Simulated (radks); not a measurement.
System: atomic helium (He), configuration 1s2. Level of theory: non-relativistic Kohn-Sham, exchange-only LDA, spin-unpolarised, spherical densities, point nucleus. Computed with the in-house radial solver radks.

```
Z 2
configuration [He]
relativity non-relativistic
functional lda,
spin unpolarised
nucleus point
```

The run was one of a batch (task.json lists them), launched with:
```bash
python run_ks.py task.json out
```

Wanted: the electron density ρ(r) on a logarithmic scale.

The density falls from 3.1 electrons/bohr³ at the inner end (r = 0.025 bohr) to 0.001 at r = 2.60 bohr, a common measure of the size of an atom or ion. The highest occupied orbital, 1s (⟨r⟩ = 0.972 bohr, −14.1 eV), is also the most diffuse and sets the fall-off far out: over the last part drawn ln ρ falls by 2.5 per bohr, against 2√(−2ε) = 2.0 for the pure exponential. At the nucleus d ln ρ/dr is −4.0 per bohr, near the cusp value −2Z = −4.

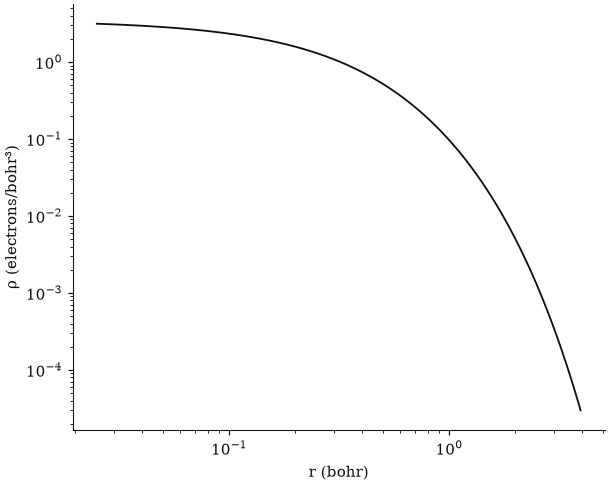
